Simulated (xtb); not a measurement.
Property calculation of AlAsH₅F

- system: AlAsH₅F
- method: GFN2-xTB, ALPB solvent hexadecane (xtb 6.7.1)

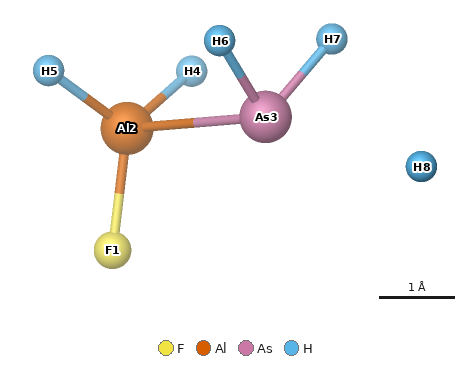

*The input geometry (ball-and-stick view, seen at a tilt; atoms are numbered from 1 in the order of the input). Sticks mark near contacts.*

Input (coord):
```
$coord
     -4.681290027159      3.349167279853     -3.607043086271  f
     -1.598655389102      3.532527405725     -4.026562285938  al
      0.187324771282      0.459379192814     -0.501901810070  as
     -0.404405170122      2.004816114794     -6.214902932777  h
     -0.187748069934      5.856588182835     -2.956769429526  h
      2.221747225270      2.065740885052      0.596218040950  h
      2.090902588401     -0.952340708588     -2.021354997837  h
      0.672836986673     -3.268432510630      3.772346879023  h
$end
```

Run on 1 thread of Arm Neoverse V1, 24 GiB of memory available, shared host.

Launched with:
```bash
xtb coord --gfn 2 -u 0 --fod --alpb hexadecane reference > coord.out
```

Log:
```
* xtb version 6.7.1
   ID    Z sym.   atoms
    1    9 f      1
    2   13 al     2
    3   33 as     3
    4    1 h      4-8

           -------------------------------------------------
          |                Calculation Setup                |
           -------------------------------------------------

          program call               : xtb coord --gfn 2 -u 0 --fod --alpb hexadecane reference
          coordinate file            : coord
          omp threads                :                     1

molecular fragmentation (1/2 indicates fragments):
11111112
# atoms in fragment 1/2:     7     1
 fragment masses (1/2) :      124.93        1.01
CMA distance (Bohr)    :   7.584
constraining FC (au)   :  0.0500

           -------------------------------------------------
          |                 G F N 2 - x T B                 |
           -------------------------------------------------

      * Hamiltonian:
        H0-scaling (s, p, d)           1.850000    2.230000    2.230000
        zeta-weighting                 0.500000
      * Dispersion:
        s8                             2.700000
        a1                             0.520000
        a2                             5.000000
        s9                             5.000000
      * Repulsion:
        kExp                           1.500000    1.000000
        rExp                           1.000000
      * Coulomb:
        alpha                          2.000000
        third order                    shell-resolved
        anisotropic                    true
        a3                             3.000000
        a5                             4.000000
        cn-shift                       1.200000
        cn-exp                         4.000000
        max-rad                        5.000000

      * Solvation model:               ALPB
        Solvent                        hexadecane
        Parameter file                 internal GFN2-xTB/ALPB
        Dielectric constant                1.8800E+00
        Reference state                gsolv=reference [X=1]
        Free energy shift                  2.8611E-03 Eh       1.7954E+00 kcal/mol
        Temperature                        2.9815E+02 K
        Density                            6.6000E-01 kg/L
        Solvent mass                       8.6180E+01 g/mol
        Interaction kernel             P16
        Born radius scaling (c1)           1.2593E+00
        Born radii integrator          GBOBC
        Born offset                        0.0000E+00 a0       0.0000E+00 AA
        H-bond correction              false
        Ion screening                  false
        Surface tension                    1.0000E-05 Eh       1.5569E+01 dyn/cm
        Grid points                               230 per atom

          ...................................................
          :                      SETUP                      :
          :.................................................:
          :  # basis functions                  29          :
          :  # atomic orbitals                  27          :
          :  # shells                           13          :
          :  # electrons                        20          :
          :  max. iterations                   250          :
          :  Hamiltonian                  GFN2-xTB          :
          :  restarted?                      false          :
          :  GBSA solvation                   true          :
          :  PC potential                    false          :
          :  electronic temp.         5000.0000000     K    :
          :  accuracy                    1.0000000          :
          :  -> integral cutoff          0.2500000E+02      :
          :  -> integral neglect         0.1000000E-07      :
          :  -> SCF convergence          0.1000000E-05 Eh   :
          :  -> wf. convergence          0.1000000E-03 e    :
          :  Broyden damping             0.4000000          :
          :  net charge                          0          :
          :  unpaired electrons                  0          :
          ...................................................

 iter      E             dE          RMSdq      gap      omega  full diag
   1    -10.6747456 -0.106747E+02  0.139E+01    1.52       0.0  T
   2    -10.7361431 -0.613975E-01  0.905E+00    0.99       1.0  T
   3    -10.6860004  0.501426E-01  0.691E+00    1.98       1.0  T
   4    -10.7726061 -0.866057E-01  0.296E+00    1.06       1.0  T
   5    -10.7758003 -0.319416E-02  0.900E-01    0.90       1.0  T
   6    -10.7781863 -0.238603E-02  0.332E-01    0.94       1.0  T
   7    -10.7783114 -0.125115E-03  0.194E-01    0.94       1.0  T
   8    -10.7783077  0.368086E-05  0.107E-01    0.95       1.0  T
   9    -10.7783365 -0.287858E-04  0.334E-02    0.94       1.1  T
  10    -10.7783385 -0.197908E-05  0.114E-02    0.95       3.1  T
  11    -10.7783386 -0.123527E-06  0.430E-03    0.95       8.2  T
  12    -10.7783387 -0.828472E-07  0.230E-03    0.95      15.4  T
  13    -10.7783387  0.280693E-07  0.269E-03    0.95      13.2  T
  14    -10.7783387 -0.322399E-07  0.329E-04    0.95     107.5  T
  15    -10.7783387 -0.272466E-09  0.965E-05    0.95     366.4  T

   *** convergence criteria satisfied after 15 iterations ***

         #    Occupation            Energy/Eh            Energy/eV
      -------------------------------------------------------------
         1        2.0000           -0.8160928             -22.2070
       ...           ...                  ...                  ...
         4        1.9998           -0.5189889             -14.1224
         5        1.9998           -0.5188654             -14.1190
         6        1.9983           -0.4863888             -13.2353
         7        1.9975           -0.4802281             -13.0677
         8        1.9895           -0.4574040             -12.4466
         9        1.9221           -0.4250879             -11.5672
        10        1.5445           -0.3936701             -10.7123 (HOMO)
        11        0.5484           -0.3589236              -9.7668 (LUMO)
        12        0.0001           -0.2202391              -5.9930
        13        0.0000           -0.1951650              -5.3107
        14        0.0000           -0.1767859              -4.8106
        15        0.0000           -0.1182906              -3.2189
       ...           ...                  ...                  ...
        27                          1.1083173              30.1588
      -------------------------------------------------------------
                  HL-Gap            0.0347465 Eh            0.9455 eV
             Fermi-level           -0.3743357 Eh          -10.1862 eV

 SCC (total)                   0 d,  0 h,  0 min,  0.005 sec
 SCC setup                      ...        0 min,  0.000 sec (  4.073%)
 Dispersion                     ...        0 min,  0.000 sec (  0.754%)
 classical contributions        ...        0 min,  0.000 sec (  0.175%)
 integral evaluation            ...        0 min,  0.001 sec ( 11.636%)
 iterations                     ...        0 min,  0.003 sec ( 61.892%)
 molecular gradient             ...        0 min,  0.001 sec ( 19.862%)
 printout                       ...        0 min,  0.000 sec (  1.333%)

         :::::::::::::::::::::::::::::::::::::::::::::::::::::
         ::                     SUMMARY                     ::
         :::::::::::::::::::::::::::::::::::::::::::::::::::::
         :: total energy             -10.739123498893 Eh    ::
         :: w/o Gsasa/hb/shift       -10.733681469406 Eh    ::
         :: gradient norm              0.024819900184 Eh/a0 ::
         :: HOMO-LUMO gap              0.945499548055 eV    ::
         ::.................................................::
         :: SCC energy               -10.778338729586 Eh    ::
         :: -> isotropic ES            0.040096491899 Eh    ::
         :: -> anisotropic ES          0.004331309684 Eh    ::
         :: -> anisotropic XC         -0.003971900335 Eh    ::
         :: -> dispersion             -0.004140494005 Eh    ::
         :: -> Gsolv                  -0.007519531090 Eh    ::
         ::    -> Gelec               -0.002077501604 Eh    ::
         ::    -> Gsasa               -0.008303113446 Eh    ::
         ::    -> Ghb                  0.000000000000 Eh    ::
         ::    -> Gshift               0.002861083960 Eh    ::
         :: repulsion energy           0.039215230694 Eh    ::
         :: add. restraining           0.000000000000 Eh    ::
         :: total charge               0.000000000000 e     ::
         :::::::::::::::::::::::::::::::::::::::::::::::::::::

           -------------------------------------------------
          |                Property Printout                |
           -------------------------------------------------

    * Orbital Energies and Occupations

         #    Occupation            Energy/Eh            Energy/eV
      -------------------------------------------------------------
         1        2.0000           -0.8160928             -22.2070
         2        2.0000           -0.6475948             -17.6220
         3        2.0000           -0.5421301             -14.7521
         4        1.9998           -0.5189889             -14.1224
         5        1.9998           -0.5188654             -14.1190
         6        1.9983           -0.4863888             -13.2353
         7        1.9975           -0.4802281             -13.0677
         8        1.9895           -0.4574040             -12.4466
         9        1.9221           -0.4250879             -11.5672
        10        1.5445           -0.3936701             -10.7123 (HOMO)
        11        0.5484           -0.3589236              -9.7668 (LUMO)
        12        0.0001           -0.2202391              -5.9930
        13        0.0000           -0.1951650              -5.3107
        14        0.0000           -0.1767859              -4.8106
        15        0.0000           -0.1182906              -3.2189
        16                         -0.0962004              -2.6177
        17                         -0.0862586              -2.3472
        18                         -0.0747358              -2.0337
        19                         -0.0070328              -0.1914
        20                          0.1543547               4.2002
        21                          0.1642405               4.4692
       ...                                ...                  ...
        27                          1.1083173              30.1588
      -------------------------------------------------------------
                  HL-Gap            0.0347465 Eh            0.9455 eV
             Fermi-level           -0.3743357 Eh          -10.1862 eV

     #   Z          covCN         q      C6AA      α(0)
     1   9          0.672    -0.270    11.999     4.089
     2  13          3.257     0.423    92.165    19.563
     3  33          2.767     0.174   209.514    26.536
     4   1          0.881    -0.142     7.319     4.235
     5   1          0.881    -0.142     7.297     4.229
     6   1          0.973     0.024     2.669     2.553
     7   1          0.973     0.023     2.678     2.558
     8   1          0.000    -0.091    13.100     6.618

 Mol. C6AA /au·bohr⁶  :       1550.385343
 Mol. C8AA /au·bohr⁸  :      75990.597862
 Mol. α(0) /au        :         70.380238

NFOD :     1.0972

 Loewdin FODpop      n(s)   n(p)   n(d)
     1      0.0023   0.000  0.002  0.000
     2      0.1301   0.003  0.063  0.065
     3      0.4390   0.002  0.391  0.046
     4      0.0392   0.039  0.000  0.000
     5      0.0394   0.039  0.000  0.000
     6      0.0024   0.002  0.000  0.000
     7      0.0024   0.002  0.000  0.000
     8      0.4423   0.442  0.000  0.000

Wiberg/Mayer (AO) data.
largest (>0.10) Wiberg bond orders for each atom

 ---------------------------------------------------------------------------
     #   Z sym  total        # sym  WBO       # sym  WBO       # sym  WBO
 ---------------------------------------------------------------------------
     1   9      1.289 --     2      1.249
     2  13      3.224 --     1      1.249     4      0.823     5      0.823
                             3      0.257
     3  33      2.484 --     7      0.951     6      0.951     8      0.282
                             2      0.257
     4   1      0.897 --     2      0.823
     5   1      0.897 --     2      0.823
     6   1      0.994 --     3      0.951
     7   1      0.994 --     3      0.951
     8   1      0.285 --     3      0.282
 ---------------------------------------------------------------------------

Topologies differ in total number of bonds
Writing topology from bond orders to xtbtopo.mol

molecular dipole:
                 x           y           z       tot (Debye)
 q only:        0.742      -0.117       0.106
   full:        0.850       0.321      -0.407       2.530
molecular quadrupole (traceless):
                xx          xy          yy          xz          yz          zz
 q only:       -0.424       3.579       0.613      -3.867       3.919      -0.189
  q+dip:       -1.238       4.014       0.967      -4.318       3.463       0.271
   full:       -2.035       3.041       1.096      -3.232       1.562       0.939

 cube_pthr     :   0.050
 cube_step     :   0.400
 cube_boundoffset     :   3.000
 non-zero P (%):   2.069   nmat:       9
 Grid Boundaries (x y z) :
   5.2217472252700006        8.8565881828350008        6.7723468790229999
  -7.6812900271590001       -6.2684325106299994       -9.2149029327770009
 Total # of points       50160
 writing fod.cub
 N    (numint) :  0.852
cpu  time for cube

           -------------------------------------------------
          | TOTAL ENERGY              -10.739123498893 Eh   |
          | GRADIENT NORM               0.024819900184 Eh/α |
          | HOMO-LUMO GAP               0.945499548055 eV   |
           -------------------------------------------------

------------------------------------------------------------------------
------------------------------------------------------------------------
 total:
 *  cpu-time:     0 d,  0 h,  0 min,  0.066 sec
 * ratio c/w:     1.000 speedup
 SCF:
 *  cpu-time:     0 d,  0 h,  0 min,  0.005 sec
 * ratio c/w:     1.000 speedup
```

File fod:
```
0.00228949
    0.13006985
    0.43902634
    0.03921555
    0.03942948
    0.00239566
    0.00238466
    0.44234091
```

Standard error:
```
normal termination of xtb
```

Results in brief:

```json
{"quantity": "outcome", "value": "converged"}
{"quantity": "electrons treated", "value": "20"}
{"quantity": "total energy", "value": "−10.739123 hartree"}
{"quantity": "dispersion energy", "value": "−0.004140 hartree"}
{"quantity": "solvation energy", "value": "−0.007520 hartree"}
{"quantity": "basis functions", "value": "29"}
{"quantity": "HOMO", "value": "−10.71 eV"}
{"quantity": "LUMO", "value": "−9.77 eV"}
{"quantity": "dipole moment", "value": "2.53 D"}
{"quantity": "peak memory", "value": "0.073 GiB"}
```
